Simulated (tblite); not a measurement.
Geometry relaxation of GeNH4

System: GeNH4, multiplicity 2, SMILES [NH2][GeH2].
Method: GFN2-xTB geometry optimisation, gas phase (tblite 0.8.0).

It belongs to a series of runs on one base structure; here: X = H replaced by NH2.

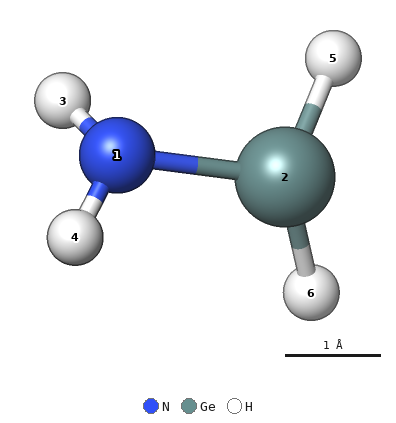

The input geometry (ball-and-stick view, seen at a tilt; atoms are numbered from 1 in the order of the input). Sticks mark near contacts. Bond lengths as drawn: Ge–H 1.53 to 1.54 Å, Ge–N 1.85 Å and H–N 1.03 Å.

### The input
```
{"job": {"kind": "relax", "xc": "GFN2-xTB", "basis": "xTB"}, "charge": 0, "multiplicity": 2}
N      1.006900    -0.128200     0.184500
Ge    -0.814000     0.123400     0.418600
H      1.273000    -0.802700    -0.543700
H      1.552100     0.750100     0.210800
H     -1.575900    -1.177800     0.128100
H     -1.439100     1.237200    -0.419900
```

The first line tells a small driver script what to run in tblite; the rest is the geometry in Å.

Launch command:
```bash
OMP_NUM_THREADS=1 python <driver script> task.json out
```

### Output
```
step      E/eV     max force
  0    -185.66433    1.618
  1    -185.73545    1.321
  2    -185.84823    0.749
  3    -185.87136    0.454
  4    -185.88326    0.319
  5    -185.89306    0.370
  6    -185.90607    0.426
  7    -185.92101    0.517
  8    -185.93903    0.638
  9    -185.95954    0.559
 10    -185.98090    0.353
 11    -185.99218    0.356
 12    -186.00596    0.426
 13    -186.01693    0.807
 14    -186.02840    0.594
 15    -186.03883    0.358
 16    -186.04803    0.274
 17    -186.05483    0.290
 18    -186.06162    0.264
 19    -186.06605    0.200
 20    -186.06914    0.179
 21    -186.07209    0.201
 22    -186.07657    0.216
 23    -186.08279    0.199
 24    -186.08623    0.179
 25    -186.08873    0.171
 26    -186.09048    0.213
 27    -186.09226    0.141
 28    -186.09448    0.185
 29    -186.09727    0.223
 30    -186.10075    0.307
 31    -186.10428    0.292
 32    -186.10655    0.168
 33    -186.10770    0.095
 34    -186.10845    0.082
 35    -186.10901    0.073
 36    -186.10939    0.123
 37    -186.10975    0.079
 38    -186.11034    0.075
 39    -186.11078    0.094
 40    -186.11111    0.070
 41    -186.11125    0.027
 42    -186.11130    0.026
 43    -186.11135    0.024
 44    -186.11143    0.029
 45    -186.11152    0.030
 46    -186.11161    0.024
 47    -186.11167    0.014
 48    -186.11169    0.006
```

### Trajectory as extended XYZ (Å, eV, eV/Å), 34 of the 49 frames kept, from step=0 to step=48
```
6
Properties=species:S:1:pos:R:3:forces:R:3 step=0 energy=-185.66433
N     1.0069   -0.1282    0.1845   -0.2240   0.1590  -0.5100
Ge   -0.8140    0.1234    0.4186    0.2720   0.1400   1.5890
H     1.2730   -0.8027   -0.5437    0.1990   0.7540   0.4410
H     1.5521    0.7501    0.2108   -0.3060  -1.0470  -0.3530
H    -1.5759   -1.1778    0.1281    0.1390  -0.1780  -0.4810
H    -1.4391    1.2372   -0.4199   -0.0790   0.1730  -0.6850
6
Properties=species:S:1:pos:R:3:forces:R:3 step=1 energy=-185.73545
N     1.0037   -0.1259    0.1772   -0.5440   0.0760  -0.1990
Ge   -0.8101    0.1254    0.4413    0.1530   0.1630   1.3020
H     1.2758   -0.7919   -0.5374    0.2620   0.3810   0.1180
H     1.5478    0.7352    0.2058   -0.0370  -0.5690  -0.2890
H    -1.5739   -1.1804    0.1212    0.1730  -0.1170  -0.4110
H    -1.4402    1.2397   -0.4297   -0.0070   0.0660  -0.5210
6
Properties=species:S:1:pos:R:3:forces:R:3 step=3 energy=-185.87136
N     0.9573   -0.1202    0.1595   -0.2560   0.0820  -0.0820
Ge   -0.8021    0.1388    0.5487   -0.4070   0.0800   0.1840
H     1.2975   -0.7634   -0.5284    0.0420  -0.2810  -0.1280
H     1.5470    0.6913    0.1829    0.1680   0.1630   0.0360
H    -1.5572   -1.1888    0.0874    0.2760   0.1070  -0.0700
H    -1.4394    1.2441   -0.4717    0.1770  -0.1500   0.0600
6
Properties=species:S:1:pos:R:3:forces:R:3 step=4 energy=-185.88326
N     0.9437   -0.1172    0.1540   -0.0050   0.1280  -0.2560
Ge   -0.8107    0.1429    0.5714   -0.3160   0.0370  -0.0150
H     1.3020   -0.7651   -0.5296   -0.1180  -0.1620   0.0770
H     1.5508    0.6876    0.1800    0.0070   0.0330   0.0750
H    -1.5477   -1.1876    0.0800    0.2550   0.1110  -0.0180
H    -1.4350    1.2414   -0.4774    0.1770  -0.1460   0.1370
6
Properties=species:S:1:pos:R:3:forces:R:3 step=6 energy=-185.90607
N     0.9192   -0.1024    0.1278   -0.0010   0.2220  -0.3240
Ge   -0.8419    0.1511    0.6019    0.1890  -0.0440  -0.2350
H     1.2993   -0.7799   -0.5251   -0.2670   0.0320   0.3300
H     1.5568    0.6847    0.1811   -0.1870  -0.1630   0.0560
H    -1.5149   -1.1780    0.0677    0.1410   0.0310  -0.0020
H    -1.4153    1.2264   -0.4750    0.1240  -0.0790   0.1750
6
Properties=species:S:1:pos:R:3:forces:R:3 step=7 energy=-185.92101
N     0.9007   -0.0864    0.1024   -0.0770   0.2320  -0.2930
Ge   -0.8609    0.1556    0.6130    0.4550  -0.0770  -0.2330
H     1.2901   -0.7931   -0.5152   -0.2720   0.1090   0.4050
H     1.5579    0.6827    0.1845   -0.2190  -0.2120   0.0170
H    -1.4875   -1.1695    0.0601    0.0500  -0.0550  -0.0300
H    -1.3972    1.2127   -0.4664    0.0640   0.0020   0.1340
6
Properties=species:S:1:pos:R:3:forces:R:3 step=9 energy=-185.95954
N     0.8498   -0.0374    0.0286   -0.0310   0.1250  -0.2190
Ge   -0.8786    0.1613    0.6282    0.5360  -0.1570  -0.0200
H     1.2545   -0.8202   -0.4708   -0.1620   0.0860   0.3880
H     1.5516    0.6702    0.1928   -0.0890  -0.0920  -0.0290
H    -1.4219   -1.1548    0.0395   -0.1330  -0.2170  -0.0860
H    -1.3524    1.1830   -0.4399   -0.1200   0.2550  -0.0340
6
Properties=species:S:1:pos:R:3:forces:R:3 step=10 energy=-185.98090
N     0.8310   -0.0143   -0.0061    0.0280   0.0920  -0.2040
Ge   -0.8642    0.1576    0.6275    0.1680  -0.1390   0.1020
H     1.2337   -0.8267   -0.4398    0.0120  -0.1490   0.2300
H     1.5444    0.6620    0.1956    0.1220   0.1040  -0.0030
H    -1.4025   -1.1563    0.0302   -0.1520  -0.2090  -0.0790
H    -1.3393    1.1797   -0.4290   -0.1780   0.3010  -0.0470
6
Properties=species:S:1:pos:R:3:forces:R:3 step=12 energy=-186.00596
N     0.8162    0.0199   -0.0638    0.2920   0.0250  -0.2440
Ge   -0.8375    0.1443    0.6277   -0.4170   0.0080   0.0850
H     1.2081   -0.8442   -0.3848    0.1950  -0.2430   0.1280
H     1.5424    0.6586    0.1991    0.2190   0.1390  -0.0300
H    -1.3903   -1.1716    0.0153   -0.1120  -0.1080  -0.0410
H    -1.3358    1.1949   -0.4151   -0.1760   0.1790   0.1010
6
Properties=species:S:1:pos:R:3:forces:R:3 step=13 energy=-186.01693
N     0.8101    0.0498   -0.1193    0.6770  -0.4080  -0.1640
Ge   -0.8280    0.1337    0.6295   -0.4980   0.1120  -0.0630
H     1.1915   -0.8672   -0.3355    0.0810   0.2990   0.1940
H     1.5475    0.6609    0.2015    0.0280  -0.0470  -0.1550
H    -1.3815   -1.1867    0.0016   -0.0990  -0.0360  -0.0160
H    -1.3364    1.2114   -0.3995   -0.1890   0.0800   0.2040
6
Properties=species:S:1:pos:R:3:forces:R:3 step=15 energy=-186.03883
N     0.8393    0.0438   -0.1271   -0.0760   0.0270  -0.0020
Ge   -0.8264    0.1267    0.6132   -0.2380   0.1540  -0.1540
H     1.2021   -0.8738   -0.3176    0.3350  -0.0580   0.1110
H     1.5589    0.6721    0.1977    0.0820  -0.1230  -0.1340
H    -1.4088   -1.2042    0.0030   -0.0120   0.0610  -0.0390
H    -1.3620    1.2374   -0.3907   -0.0910  -0.0610   0.2170
6
Properties=species:S:1:pos:R:3:forces:R:3 step=16 energy=-186.04803
N     0.8392    0.0429   -0.1290   -0.0270  -0.0990   0.0290
Ge   -0.8401    0.1325    0.6093    0.0290   0.0290  -0.1280
H     1.2146   -0.8773   -0.3137    0.1750   0.1350   0.1620
H     1.5643    0.6703    0.1930   -0.0250  -0.1430  -0.1400
H    -1.4090   -1.2025    0.0012   -0.0320   0.0690  -0.0470
H    -1.3658    1.2362   -0.3823   -0.1190   0.0090   0.1230
6
Properties=species:S:1:pos:R:3:forces:R:3 step=17 energy=-186.05483
N     0.8435    0.0424   -0.1360   -0.0170  -0.1790   0.0480
Ge   -0.8462    0.1343    0.6002    0.1770  -0.0500  -0.0880
H     1.2293   -0.8815   -0.2990    0.0670   0.2270   0.1680
H     1.5711    0.6689    0.1862   -0.0950  -0.1290  -0.1310
H    -1.4167   -1.2060   -0.0019   -0.0200   0.1070  -0.0550
H    -1.3778    1.2439   -0.3710   -0.1130   0.0240   0.0580
6
Properties=species:S:1:pos:R:3:forces:R:3 step=19 energy=-186.06605
N     0.8521    0.0366   -0.1500    0.0310  -0.1970   0.0160
Ge   -0.8424    0.1319    0.5784    0.1500  -0.0860   0.0280
H     1.2627   -0.8837   -0.2581   -0.0550   0.1000   0.0930
H     1.5810    0.6624    0.1669   -0.1300   0.0430  -0.0730
H    -1.4388   -1.2112   -0.0113    0.0360   0.1730  -0.0720
H    -1.4116    1.2661   -0.3475   -0.0330  -0.0330   0.0080
6
Properties=species:S:1:pos:R:3:forces:R:3 step=20 energy=-186.06914
N     0.8519    0.0300   -0.1500    0.0390  -0.0090  -0.0090
Ge   -0.8370    0.1300    0.5739    0.0440  -0.0630   0.0810
H     1.2723   -0.8807   -0.2473   -0.0070  -0.1490   0.0520
H     1.5793    0.6597    0.1594   -0.1190   0.1150  -0.0560
H    -1.4428   -1.2059   -0.0155    0.0420   0.1550  -0.0780
H    -1.4205    1.2688   -0.3419    0.0010  -0.0490   0.0100
6
Properties=species:S:1:pos:R:3:forces:R:3 step=22 energy=-186.07657
N     0.8493    0.0243   -0.1708    0.1410  -0.0660   0.0090
Ge   -0.8230    0.1213    0.5721   -0.1370   0.0710   0.1000
H     1.2778   -0.8874   -0.2073   -0.0020  -0.1760  -0.0020
H     1.5666    0.6613    0.1424   -0.0490   0.1990  -0.0670
H    -1.4368   -1.1870   -0.0342    0.0020   0.0460  -0.0900
H    -1.4309    1.2695   -0.3239    0.0450  -0.0740   0.0500
6
Properties=species:S:1:pos:R:3:forces:R:3 step=23 energy=-186.08279
N     0.8501    0.0125   -0.1836    0.0860  -0.0410   0.0800
Ge   -0.8178    0.1171    0.5756   -0.0950   0.1180   0.0740
H     1.2856   -0.8974   -0.1760    0.0080  -0.1350  -0.0130
H     1.5523    0.6691    0.1233    0.0000   0.1760  -0.0930
H    -1.4292   -1.1630   -0.0541   -0.0630  -0.0820  -0.0980
H    -1.4377    1.2638   -0.3067    0.0640  -0.0360   0.0510
6
Properties=species:S:1:pos:R:3:forces:R:3 step=25 energy=-186.08873
N     0.8591   -0.0065   -0.1837   -0.1020   0.0460   0.1290
Ge   -0.8175    0.1176    0.5804    0.0470   0.0020  -0.0030
H     1.3050   -0.9124   -0.1472    0.0040  -0.0120   0.0180
H     1.5403    0.6855    0.0951    0.0280   0.0510  -0.1060
H    -1.4340   -1.1435   -0.0782   -0.0720  -0.1110  -0.0580
H    -1.4499    1.2613   -0.2880    0.0960   0.0240   0.0200
6
Properties=species:S:1:pos:R:3:forces:R:3 step=26 energy=-186.09048
N     0.8616   -0.0114   -0.1743   -0.1600   0.1080   0.0910
Ge   -0.8185    0.1194    0.5827    0.0510  -0.0830  -0.0190
H     1.3113   -0.9149   -0.1474    0.0170  -0.0130   0.0420
H     1.5393    0.6911    0.0868    0.0280   0.0100  -0.0950
H    -1.4400   -1.1437   -0.0828   -0.0400  -0.0640  -0.0250
H    -1.4505    1.2614   -0.2867    0.1030   0.0420   0.0060
6
Properties=species:S:1:pos:R:3:forces:R:3 step=28 energy=-186.09448
N     0.8580   -0.0141   -0.1571    0.0170  -0.0270   0.0000
Ge   -0.8181    0.1169    0.5883   -0.0800  -0.1650  -0.0230
H     1.3176   -0.9173   -0.1403   -0.0570   0.1530   0.0560
H     1.5371    0.7014    0.0652   -0.0130  -0.0400  -0.0720
H    -1.4502   -1.1485   -0.0947    0.0260   0.0270   0.0330
H    -1.4413    1.2636   -0.2828    0.1050   0.0530   0.0060
6
Properties=species:S:1:pos:R:3:forces:R:3 step=29 energy=-186.09727
N     0.8519   -0.0147   -0.1479    0.1650  -0.0890  -0.0480
Ge   -0.8186    0.1101    0.5934   -0.1710  -0.1390  -0.0160
H     1.3178   -0.9162   -0.1306   -0.0780   0.2030   0.0510
H     1.5333    0.7077    0.0470   -0.0550  -0.0630  -0.0570
H    -1.4528   -1.1494   -0.1048    0.0430   0.0380   0.0480
H    -1.4286    1.2645   -0.2786    0.0950   0.0510   0.0210
6
Properties=species:S:1:pos:R:3:forces:R:3 step=31 energy=-186.10428
N     0.8401   -0.0184   -0.1385    0.2450  -0.1430  -0.0710
Ge   -0.8271    0.0846    0.6022   -0.1580   0.0410  -0.0110
H     1.3198   -0.9103   -0.0852   -0.0400   0.1650   0.0130
H     1.5193    0.7209   -0.0089   -0.1190  -0.0630  -0.0040
H    -1.4543   -1.1456   -0.1355    0.0220  -0.0300   0.0210
H    -1.3946    1.2708   -0.2556    0.0500   0.0300   0.0520
6
Properties=species:S:1:pos:R:3:forces:R:3 step=32 energy=-186.10655
N     0.8399   -0.0230   -0.1408    0.1140  -0.1160  -0.0410
Ge   -0.8326    0.0758    0.6013   -0.0410   0.0920  -0.0100
H     1.3255   -0.9077   -0.0619   -0.0020   0.0940   0.0000
H     1.5129    0.7237   -0.0306   -0.1030  -0.0290   0.0170
H    -1.4553   -1.1425   -0.1478   -0.0030  -0.0670  -0.0060
H    -1.3873    1.2757   -0.2418    0.0350   0.0260   0.0400
6
Properties=species:S:1:pos:R:3:forces:R:3 step=33 energy=-186.10770
N     0.8417   -0.0287   -0.1440    0.0110  -0.0620  -0.0180
Ge   -0.8352    0.0722    0.5992    0.0360   0.0790  -0.0120
H     1.3331   -0.9064   -0.0446    0.0210   0.0400  -0.0030
H     1.5078    0.7252   -0.0449   -0.0900  -0.0150   0.0250
H    -1.4577   -1.1406   -0.1565   -0.0120  -0.0690  -0.0110
H    -1.3866    1.2803   -0.2308    0.0330   0.0280   0.0200
6
Properties=species:S:1:pos:R:3:forces:R:3 step=35 energy=-186.10901
N     0.8430   -0.0394   -0.1496   -0.0520   0.0180  -0.0020
Ge   -0.8350    0.0686    0.5952    0.0460  -0.0040  -0.0130
H     1.3465   -0.9040   -0.0158    0.0410  -0.0150  -0.0100
H     1.4955    0.7281   -0.0671   -0.0680  -0.0110   0.0250
H    -1.4634   -1.1416   -0.1714   -0.0030  -0.0180   0.0140
H    -1.3835    1.2903   -0.2129    0.0350   0.0310  -0.0140
6
Properties=species:S:1:pos:R:3:forces:R:3 step=36 energy=-186.10939
N     0.8417   -0.0409   -0.1516   -0.1150   0.0200  -0.0200
Ge   -0.8339    0.0689    0.5934    0.0090  -0.0390  -0.0010
H     1.3478   -0.9008   -0.0133    0.0750  -0.0980  -0.0030
H     1.4900    0.7267   -0.0674    0.0000   0.0750   0.0250
H    -1.4640   -1.1461   -0.1715    0.0040   0.0150   0.0240
H    -1.3786    1.2941   -0.2110    0.0280   0.0280  -0.0250
6
Properties=species:S:1:pos:R:3:forces:R:3 step=38 energy=-186.11034
N     0.8362   -0.0432   -0.1500    0.0510   0.0490  -0.0220
Ge   -0.8336    0.0673    0.5952   -0.0620  -0.0410   0.0090
H     1.3491   -0.9015   -0.0148    0.0470  -0.0300  -0.0110
H     1.4801    0.7317   -0.0681   -0.0500  -0.0230   0.0110
H    -1.4629   -1.1490   -0.1713   -0.0010   0.0260   0.0300
H    -1.3658    1.2966   -0.2125    0.0140   0.0200  -0.0180
6
Properties=species:S:1:pos:R:3:forces:R:3 step=39 energy=-186.11078
N     0.8339   -0.0429   -0.1507    0.0910  -0.0220  -0.0090
Ge   -0.8345    0.0674    0.5955   -0.0640  -0.0260   0.0100
H     1.3498   -0.9024   -0.0215    0.0070   0.0360  -0.0160
H     1.4750    0.7331   -0.0616   -0.0300  -0.0180   0.0040
H    -1.4615   -1.1515   -0.1664   -0.0110   0.0230   0.0210
H    -1.3596    1.2984   -0.2168    0.0070   0.0060  -0.0090
6
Properties=species:S:1:pos:R:3:forces:R:3 step=41 energy=-186.11125
N     0.8340   -0.0460   -0.1490    0.0160   0.0030  -0.0050
Ge   -0.8383    0.0667    0.5953    0.0030  -0.0090   0.0040
H     1.3564   -0.9021   -0.0287    0.0050   0.0170   0.0010
H     1.4682    0.7347   -0.0573   -0.0050  -0.0080   0.0020
H    -1.4633   -1.1533   -0.1613   -0.0250   0.0110   0.0000
H    -1.3538    1.3019   -0.2206    0.0060  -0.0160  -0.0040
6
Properties=species:S:1:pos:R:3:forces:R:3 step=42 energy=-186.11130
N     0.8346   -0.0470   -0.1486   -0.0060   0.0080  -0.0060
Ge   -0.8386    0.0660    0.5953    0.0130  -0.0050   0.0020
H     1.3585   -0.9017   -0.0274    0.0080   0.0060   0.0040
H     1.4672    0.7349   -0.0591    0.0010   0.0010   0.0050
H    -1.4646   -1.1525   -0.1620   -0.0250   0.0070  -0.0010
H    -1.3539    1.3022   -0.2198    0.0080  -0.0180  -0.0030
6
Properties=species:S:1:pos:R:3:forces:R:3 step=44 energy=-186.11143
N     0.8355   -0.0497   -0.1475   -0.0250   0.0020  -0.0140
Ge   -0.8382    0.0632    0.5958    0.0130   0.0070  -0.0020
H     1.3651   -0.9001   -0.0225    0.0040  -0.0040   0.0050
H     1.4635    0.7360   -0.0648    0.0140   0.0190   0.0090
H    -1.4703   -1.1492   -0.1651   -0.0200  -0.0030  -0.0020
H    -1.3525    1.3017   -0.2175    0.0140  -0.0200   0.0020
6
Properties=species:S:1:pos:R:3:forces:R:3 step=45 energy=-186.11152
N     0.8358   -0.0508   -0.1474   -0.0180  -0.0070  -0.0160
Ge   -0.8375    0.0614    0.5962    0.0020   0.0100  -0.0030
H     1.3688   -0.8989   -0.0203    0.0000  -0.0020   0.0040
H     1.4609    0.7373   -0.0669    0.0170   0.0220   0.0100
H    -1.4748   -1.1474   -0.1663   -0.0140  -0.0060   0.0000
H    -1.3501    1.3004   -0.2168    0.0130  -0.0170   0.0050
6
Properties=species:S:1:pos:R:3:forces:R:3 step=47 energy=-186.11167
N     0.8362   -0.0503   -0.1500    0.0030  -0.0110  -0.0080
Ge   -0.8360    0.0598    0.5958   -0.0100   0.0040  -0.0010
H     1.3714   -0.8971   -0.0212   -0.0030   0.0030   0.0000
H     1.4592    0.7394   -0.0636    0.0080   0.0080   0.0030
H    -1.4820   -1.1469   -0.1644    0.0000  -0.0030   0.0020
H    -1.3456    1.2971   -0.2182    0.0030  -0.0020   0.0030
6
Properties=species:S:1:pos:R:3:forces:R:3 step=48 energy=-186.11169
N     0.8364   -0.0496   -0.1511    0.0040  -0.0040  -0.0020
Ge   -0.8360    0.0603    0.5953   -0.0050   0.0000   0.0000
H     1.3703   -0.8972   -0.0226   -0.0010   0.0030   0.0000
H     1.4603    0.7394   -0.0611    0.0020   0.0010   0.0010
H    -1.4822   -1.1477   -0.1630    0.0010   0.0000   0.0010
H    -1.3456    1.2967   -0.2190    0.0000   0.0010   0.0010
```

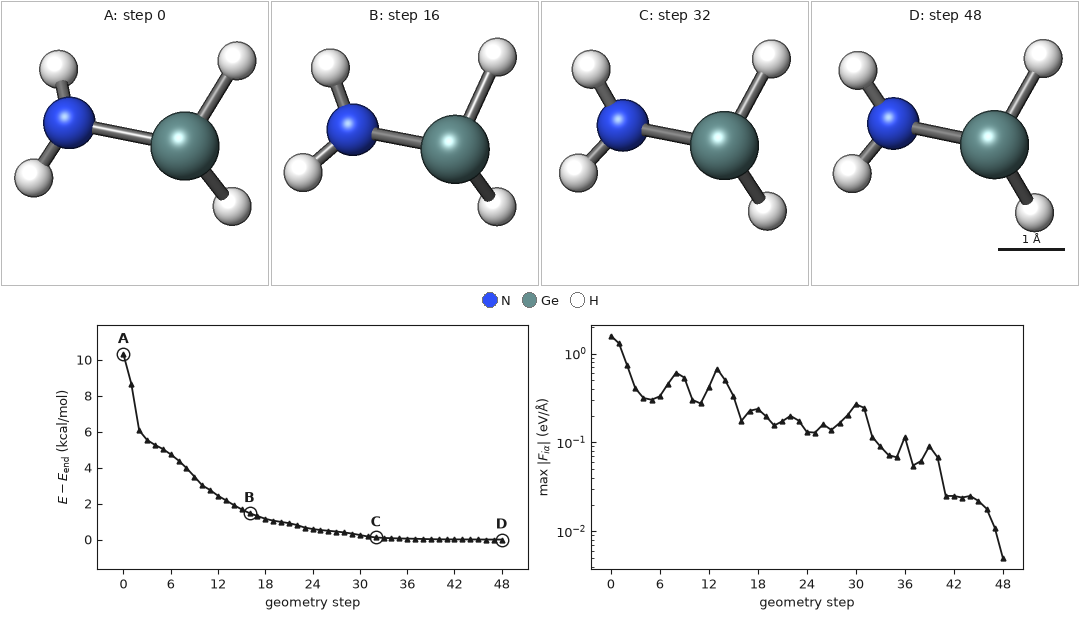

Frames of the relaxation (ball-and-stick view, seen at a tilt) above the curves, on which the letters mark them (steps are counted from 0).

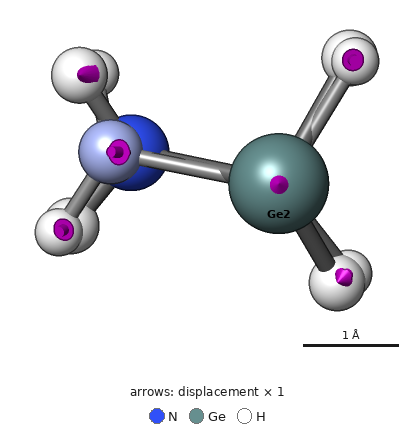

Start (faint) and end (solid) with the displacements as pink arrows, at true length (ball-and-stick view, seen at a tilt). The two geometries are laid on each other by the best rigid fit. H3 moves most after the best rigid fit: 0.53 Å. Largest moves by element: H 0.53 Å, N 0.39 Å, Ge 0.19 Å. Among the contacts that change: Ge2–H6 1.528 → 1.566 Å, Ge2–H5 1.536 → 1.566 Å, N1–Ge2 1.853 → 1.835 Å, N1–H3 1.028 → 1.010 Å. Among the angles that change: N1–Ge2–H6 115.6° → 97.6°, N1–Ge2–H5 110.4° → 97.6°, H3–N1–H4 116.0° → 108.5°. The energy falls by 10.3 kcal/mol in 48 geometry steps. Largest force component: 1.6 eV/Å at the start, 0.005 eV/Å at the end. (Atoms are counted from 1 in the order of the input.)

### Results in brief

- outcome: converged
- total energy: −186.1117 eV
- hardware: 1 CPU thread, shared host
- peak memory: 0.18 GiB
